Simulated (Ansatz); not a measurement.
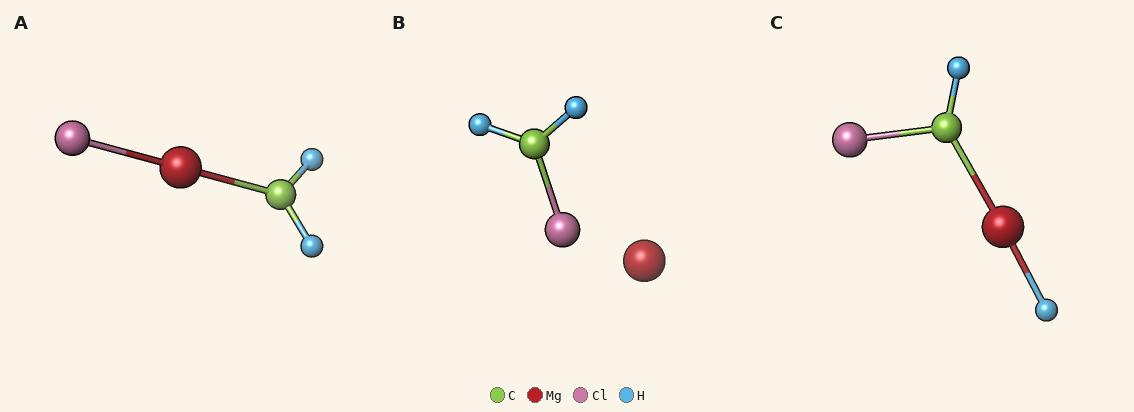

3 stationary structures of one formula. Charge 0, doublet. Geometries: PBE-D4/def2-SVP. Electronic energies: PBE-D4/def2-SVP (Ansatz 0.2.0), without zero-point energy. No frequency run is at hand to confirm each as a minimum.

**Rank them by energy, lowest first.**

A is lowest; B lies 207.6 kJ/mol above it (Cs), C lies 224.1 kJ/mol above it (Cs).
